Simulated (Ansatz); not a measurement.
# Run report: SiNH$_{7}$O$_{2}$, nudged elastic band (part 2 of 2)

Continued. System: SiNH$_{7}$O$_{2}$. Method: RKS B3LYP-D4/6-31G* (Ansatz 0.2.0). The run did not end well. It belongs to a series of runs on one base structure; here: band between the two ends.

Geometry of the input (Å):
```
Si -0.4449  -0.3656  0.1730
N  -0.2008  -0.4032  1.8721
H  -0.7527  -1.0445  2.4291
H  -0.0142  0.4523  2.3831
O  0.9730  0.0282  -0.6099
H  1.7554  -0.4233  -0.2628
O  -1.5102  0.7943  -0.3451
H  -1.2016  1.3124  -1.1022
H  -0.9344  -1.7234  -0.1727
H  1.9756  1.8803  0.8591
H  2.2672  2.3570  1.3516
```

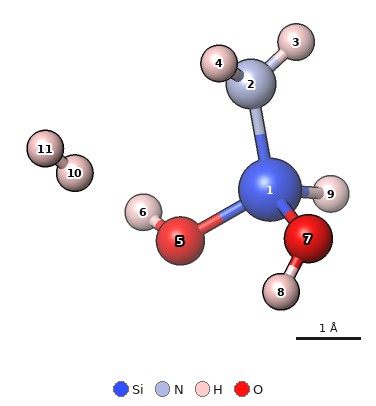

*The input geometry (ball-and-stick view, seen at a tilt; atoms are numbered from 1 in the order of the input).*

```
Unfinished report: {"positions_ang":[[0.15889962165973132,0.2237935272131442,0.1496164784464486],[0.1012100165648771,0.16913316935865444,2.0360558011830925],[-0.8121919538370985,0.13415332312862452,2.488361215705542],[0.7467028004901543,-0.47958365036874967,2.486407266342407],[1.6768462592841915,-0.11533862102914397,-0.45546306400367226],[1.6733017911671215,-0.9783938095351863,-0.8990279337329263],[-0.9868368268616564,1.2581451733499467,-0.4861343541067781],[-1.6760129088353564,0.7489928578202942,-0.9408452326266962],[-0.5223308501364333,-1.095395017347813,-0.15548767510297815],[0.9276698823377977,1.729693635209917,0.7175246687939567],[0.6251431581666719,1.2692994222003096,1.634192829101606]],"unchecked":["starts","cluster_reference","orbital_swaps","neighbouring_geometries","increment"],"mean_field":{"relativity":"none","state":{"energy":{"ev":-13575.707726338767,"hartree":-498.89805699775206},"converged":true,"gradient_ev":6.039645833540642e-6,"stability":{"kind":"minimum","curvature_ev":40.3057272217186},"curvature_floor_ev":0.00030000000000000003,"spin_squared":-2.1316282072803006e-14},"others":[],"fillings":{"estimated":0,"unestimated":0,"tried":0,"untried":0,"excluded_magnetic_sites":0},"n_dropped_functions":0,"n_trapped_functions":0,"passes":{"evaluations":4,"products":24},"factors":{"origin":"Cholesky decomposition","count":851,"bound_ev":0.0004901498334957652},"gradient_stop_ev":0.00009,"reference_kind":"stationary","functional":{"name":"B3LYP","citations":["Stephens, Devlin, Chabalowski & Frisch, J. Phys. Chem. 98, 11623 (1994) doi:10.1021/j100096a001","Becke, Phys. Rev. A 38, 3098 (1988) doi:10.1103/PhysRevA.38.3098","Lee, Yang & Parr, Phys. Rev. B 37, 785 (1988) doi:10.1103/PhysRevB.37.785","Vosko, Wilk & Nusair, Can. J. Phys. 58, 1200 (1980) doi:10.1139/p80-159"],"text":"name \"B3LYP\"\ncite \"Stephens, Devlin, Chabalowski & Frisch, J. Phys. Chem. 98, 11623 (1994) doi:10.1021/j100096a001\"\ncite \"Becke, Phys. Rev. A 38, 3098 (1988) doi:10.1103/PhysRevA.38.3098\"\ncite \"Lee, Yang & Parr, Phys. Rev. B 37, 785 (1988) doi:10.1103/PhysRevB.37.785\"\ncite \"Vosko, Wilk & Nusair, Can. J. Phys. 58, 1200 (1980) doi:10.1139/p80-159\"\nparameter a0 = 0.2\nparameter ax = 0.72\nparameter ac = 0.81\nexchange = (1 - a0 - ax)*slater_x + ax*b88_x + a0*exact_x\ncorrelation = (1 - ac)*vwn_rpa_c + ac*lyp_c\n","parameters":{"a0":{"value":0.2,"default":0.2},"ac":{"value":0.81,"default":0.81},"ax":{"value":0.72,"default":0.72}},"final_grid":{"core_spheres":13.0,"valence_spheres":11.0,"degree":36.0},"final_grid_parameter_source":"default","radial_points_factor":1.0,"radial_grid_error_ev":6.729326096032238e-7,"grid_sensitivity":"normal","grid_sensitivity_ratio":0.0013437628806248659},"unsmoothed_excess_ev":-0.00022283314019915412,"symmetry":{"irreps":["A"],"axes":[[0.9990810962942434,0.04202026016226511,0.008441609052086027],[-0.041992880971243055,0.9991121420882862,-0.003394919659007755],[-0.008576769510003033,0.003037312570622331,0.9999586060218297]],"occupied":[{"A":22},{"A":22}]},"held":{"pivots":851,"left_out":0,"joined":0},"density_repulsion":{"missed_ev":0.00006748082724705476,"excess_ev":0.0,"most_excess_ev":0.0001188,"are_drawn_again":false,"n_first_factors":851,"energy_change_ev":0.0,"n_dropped_ends":0}},"factors":{"origin":"Cholesky decomposition","count":851,"bound_ev":0.0004901498334957652},"n_frozen":0,"n_occupied":[22,22],"n_virtual":[56,56],"reference":{"ev":-13575.707726338767,"hartree":-498.89805699775206},"dispersion":{"energy":{"ev":-0.30332957288152246,"hartree":-0.01114715619922689},"switches_in_reach":[]},"total":{"ev":-13576.01105591165,"hartree":-498.9092041539513},"forces_ev_per_angstrom":[[-0.00507989825855628,-0.0320919959863251,0.014472271797161824],[0.002816016361678858,-0.03535378086294468,-0.015076151573464343],[-0.0016481327951527545,0.01856657487983246,0.006372016478997178],[-0.017959911338726414,-0.011607169955664921,-0.0014911396507186437],[0.011731167620833673,-0.014283903974479631,-0.00011184138838905497],[-0.0029710981925311114,0.011970435616937548,-0.005937960036029528],[0.006436241554982888,0.0071936504953468185,0.006893044141402679],[-0.00014223056150533715,-0.001996892480684846,0.0013521206399504902],[0.003388232615702376,-0.0046345260488584086,-0.0012359090590549587],[-0.024195899764085496,0.018343354948754484,0.016988841866218303],[0.027625512763890844,0.04389425337185819,-0.022225293218289]],"charge_distribution":{"dipole_moment_e_ang":[-0.33622056935111333,-0.6774654664192519,0.3869460750098231],"mulliken_charges_e":[0.8506209125190001,-0.8773839541308357,0.3485597938269025,0.35190843152907747,-0.6659719088066556,0.4058341665660088,-0.6660877075675664,0.4053441817754543,-0.17466350291042243,-0.2047288054959142,0.22656839269495088],"lowdin_charges_e":[0.2481045819918215,-0.5943283928676912,0.254017264310178,0.25673821375402295,-0.3779551168865378,0.29639819342173257,-0.3765964853052868,0.2955582764051643,-0.1356934378898842,-0.1430492532461871,0.2768061563126505]},"n_threads":1,"memory_gib":1.7045454550534487,"seconds":{"hamiltonian":3.241557018,"orbitals":0.0,"second_order":0.0,"solver_start":0.0,"cycles":0.0,"cycle":0.0,"perturbative":0.0,"full_ci_increment":0.0,"forces":0.0}}
this run last wrote the band of iteration 53 to [file]
Error: NEB band did not converge after 53 iterations: max|band force component| = 1.45e0 eV/Å (threshold 5.0e-2); raise `neb.max_iterations` in a new run, which can start from the last band evaluated (`neb.initial_path`, with `crystal.atoms` and `neb.final_atoms` set to its first and last images), add images, or start from endpoints closer to local minima. Where this run's directory can be resumed (`checkpoint.write`), a resume goes on for up to `neb.max_iterations` more; to start a new run from the last band, take its images' positions from the `neb_iteration` event of iteration 53 (`data.images[].positions_ang`), in the event stream of the run that computed that iteration (not this run's, if it was resumed behind it). With `checkpoint.write`, `steps/00-neb/state/checkpoint.json` in the run directory holds the last saved band, under `neb.evaluated.images[].positions_ang` (a band under a hybrid functional on support functions is neither saved nor resumed: `neb.initial_path` says where its path is): check the last entry of `neb.iterations` there, which is earlier than 53 if that iteration was not saved or its write failed. If the band's step has no `state` directory and holds `state.next`, a write was cut short, and the file is under `state.next` instead (behind a loss of power it can be under `state.prev`)
this run wrote the band of iteration 53 to [file] as well, whether or not its events were kept: a new run's `neb.initial_path` can list its `images[].positions_ang`
a run's events are kept only if it was started with --events-out <file>, and are in that file
```

The last band as extended XYZ (Å, eV, eV/Å):
```
11
Properties=species:S:1:pos:R:3:forces:R:3 image=0 energy=-13578.31726
Si   -0.4449   -0.3656    0.1730    0.0013   0.0013  -0.0033
N    -0.2008   -0.4032    1.8721   -0.0023   0.0012   0.0055
H    -0.7527   -1.0445    2.4291    0.0021   0.0009  -0.0064
H    -0.0142    0.4523    2.3831    0.0002  -0.0019  -0.0027
O     0.9730    0.0282   -0.6099    0.0051  -0.0114   0.0084
H     1.7554   -0.4233   -0.2628   -0.0107   0.0058  -0.0050
O    -1.5102    0.7943   -0.3451    0.0039   0.0003  -0.0036
H    -1.2016    1.3124   -1.1022   -0.0029  -0.0027   0.0047
H    -0.9344   -1.7234   -0.1727    0.0038   0.0057   0.0018
H     1.9756    1.8803    0.8591    0.0104   0.0242   0.0258
H     2.2672    2.3570    1.3516   -0.0109  -0.0235  -0.0251
11
Properties=species:S:1:pos:R:3:forces:R:3 image=1 energy=-13578.28808
Si   -0.3758   -0.3897    0.2944   -0.0210   0.0141   0.0171
N    -0.2360   -0.9544    1.9102    0.0059  -0.0138  -0.0081
H    -0.9010   -1.6421    2.2416   -0.0072   0.0055   0.0059
H     0.0350   -0.3217    2.6539    0.0066  -0.0001   0.0005
O     1.1101   -0.2586   -0.4433   -0.0015   0.0223   0.0269
H     1.7695   -0.8806   -0.1060    0.0035  -0.0086  -0.0165
O    -1.0111    1.1424    0.2305    0.0164  -0.0318  -0.0292
H    -0.6415    1.7015   -0.4677   -0.0013   0.0175   0.0040
H    -1.2409   -1.3744   -0.4019   -0.0015  -0.0021   0.0029
H     1.8989    3.2324    0.2840   -0.0056   0.0091   0.0079
H     1.5052    2.6097    0.3795    0.0058  -0.0119  -0.0113
11
Properties=species:S:1:pos:R:3:forces:R:3 image=2 energy=-13578.27812
Si   -0.2468   -0.3467    0.1800   -0.0271  -0.0391   0.0004
N     0.0785   -0.4625    1.8617    0.0079  -0.0008  -0.0586
H    -0.6707   -0.7649    2.4732    0.0085  -0.0360   0.0053
H     0.6360    0.2568    2.3068   -0.0152   0.0157   0.0194
O     1.1488   -0.4016   -0.7194   -0.0260  -0.0265   0.0018
H     1.7015   -1.1787   -0.5567    0.0135   0.0037   0.0037
O    -0.9539    1.1010   -0.2197   -0.0131   0.0088   0.0389
H    -0.9521    1.3298   -1.1595    0.0447   0.0052  -0.0220
H    -1.1503   -1.4846   -0.1296   -0.0223  -0.0194  -0.0017
H     0.8686    2.3650    1.0436   -0.0056   0.0298   0.0168
H     1.4530    2.4509    1.4947    0.0347   0.0586  -0.0039
11
Properties=species:S:1:pos:R:3:forces:R:3 image=3 energy=-13576.01083
Si    0.1589    0.2238    0.1496   -0.0051  -0.0321   0.0145
N     0.1012    0.1691    2.0361    0.0028  -0.0354  -0.0151
H    -0.8122    0.1342    2.4884   -0.0016   0.0186   0.0064
H     0.7467   -0.4796    2.4864   -0.0180  -0.0116  -0.0015
O     1.6768   -0.1153   -0.4555    0.0117  -0.0143  -0.0001
H     1.6733   -0.9784   -0.8990   -0.0030   0.0120  -0.0059
O    -0.9868    1.2581   -0.4861    0.0064   0.0072   0.0069
H    -1.6760    0.7490   -0.9408   -0.0001  -0.0020   0.0014
H    -0.5223   -1.0954   -0.1555    0.0034  -0.0046  -0.0012
H     0.9277    1.7297    0.7175   -0.0242   0.0183   0.0170
H     0.6251    1.2693    1.6342    0.0276   0.0439  -0.0222
11
Properties=species:S:1:pos:R:3:forces:R:3 image=4 energy=-13577.48383
Si    0.0654    0.6078   -0.2525   -0.0100  -0.4597   0.3327
N     0.3682   -0.0401    2.4386    0.5516   0.5861  -0.0417
H    -0.5548   -0.0440    2.8612   -0.0402   0.0418   0.1524
H     0.9418   -0.7268    2.9102    0.0211  -0.3416   0.1877
O     1.6572    0.1879   -0.7239   -1.4507  -0.1622  -0.0285
H     1.5528   -0.7808   -0.8107    0.5955   0.2398  -0.1174
O    -1.0881    1.1858   -1.3204    0.5109   0.3440  -0.3827
H    -1.4538    0.5463   -1.9465    0.0132  -0.0724   0.0419
H    -0.5598   -0.6960    0.1265    0.1494   0.0380  -0.0673
H     0.1726    1.7590    0.6586   -0.0070   0.0816  -0.1514
H     0.8109    0.8654    2.6341   -0.3337  -0.2955   0.0744
11
Properties=species:S:1:pos:R:3:forces:R:3 image=5 energy=-13578.04384
Si   -0.4062    0.6188   -0.3526   -0.0218   0.0054  -0.0030
N     0.9906   -0.1311    2.3763    0.0281  -0.0056  -0.0143
H     0.0477   -0.4757    2.5558    0.0322  -0.0128  -0.0182
H     1.6112   -0.6615    2.9854    0.0275  -0.0091   0.0099
O     1.1593    0.1273   -0.5380   -0.0185  -0.0247   0.0279
H     1.4821   -0.1477    0.3466   -0.0277   0.0236   0.0602
O    -1.0719    1.0278   -1.8136    0.0035   0.0039  -0.0280
H    -1.1622    0.2985   -2.4419    0.0276  -0.0016  -0.0384
H    -1.2079   -0.4769    0.2794   -0.0432   0.0179   0.0100
H    -0.5374    1.8533    0.4673   -0.0293   0.0098  -0.0121
H     1.0072    0.8317    2.7105    0.0218  -0.0068   0.0060
11
Properties=species:S:1:pos:R:3:forces:R:3 image=6 energy=-13578.17576
Si   -0.9224    0.6338   -0.4417    0.0258   0.0077   0.0056
N     1.3973   -0.1612    2.4113    0.0140   0.0002   0.0027
H     0.9583   -1.0660    2.5725   -0.0020   0.0017  -0.0020
H     2.4029   -0.2971    2.4979    0.0046  -0.0075  -0.0043
O     0.5889    1.0550    0.0419   -0.0106   0.0062   0.0023
H     0.9238    0.5935    0.8570   -0.0179   0.0035  -0.0080
O    -1.0230    0.5993   -2.0992   -0.0223   0.0088  -0.0196
H    -0.2929    0.1507   -2.5473    0.0201  -0.0140   0.0172
H    -1.2617   -0.6994    0.1583   -0.0018  -0.0016   0.0079
H    -1.9736    1.6088   -0.0537   -0.0065   0.0009  -0.0048
H     1.1149    0.4471    3.1780   -0.0033  -0.0061   0.0031
11
Properties=species:S:1:pos:R:3:forces:R:3 image=7 energy=-13578.17159
Si   -0.9322    0.1042   -0.5528    0.0093  -0.0115  -0.0112
N     1.4637    0.3020    2.5511    0.0014   0.0021   0.0049
H     1.5203   -0.6916    2.7695   -0.0011   0.0124   0.0130
H     2.4121    0.6690    2.6048   -0.0037   0.0193   0.0075
O     0.6209    0.0108   -0.0412   -0.0027  -0.0426  -0.0022
H     0.8539    0.2977    0.8815    0.0135  -0.0219  -0.0102
O    -1.1300    1.1406   -1.8417   -0.0016   0.0246   0.0128
H    -0.6110    0.9120   -2.6258   -0.0097   0.0123  -0.0020
H    -1.3628   -1.2646   -0.9559   -0.0214  -0.0073  -0.0321
H    -1.8494    0.6427    0.4898    0.0178  -0.0036   0.0161
H     0.9268    0.7418    3.2959   -0.0019   0.0161   0.0032
11
Properties=species:S:1:pos:R:3:forces:R:3 image=8 energy=-13578.26583
Si   -0.9603   -0.1484   -0.4613    0.0083   0.0131  -0.0161
N     1.4346    0.4703    2.2778    0.0123   0.0010   0.0137
H     1.7692   -0.1528    3.0111   -0.0056   0.0090  -0.0116
H     2.1937    1.1144    2.0627   -0.0011  -0.0027   0.0016
O     0.4500   -0.8357    0.0196   -0.0037   0.0134   0.0103
H     0.8593   -0.4078    0.8204   -0.0141  -0.0102  -0.0130
O    -0.7964    1.3819   -1.1142    0.0099  -0.0267   0.0015
H    -0.2761    1.4144   -1.9302   -0.0123   0.0008   0.0137
H    -1.5430   -1.0835   -1.4609    0.0043   0.0059   0.0072
H    -1.9008    0.0852    0.6698    0.0021   0.0004  -0.0040
H     0.6820    1.0265    2.6805   -0.0001  -0.0040  -0.0032
```

What the run reported:

- outcome: not converged
- barrier, forward (band not converged): 2.306 eV
- barrier, backward: 2.255 eV
- wall time: 20 min
- peak memory: 0.16 GiB

What went wrong:

The run did not converge: “NEB band did not converge after 53 iterations: max|band force component| = 1.45e0 eV/Å (threshold 5.0e-2); raise `neb.max_iterations` in a new run, which can start from the last band evaluated (`neb.initial_path`, with `crystal.atoms` and `neb.final_atoms` set to its first and last images), add images, or start from endpoints closer to local minima …” Its last values are not results.
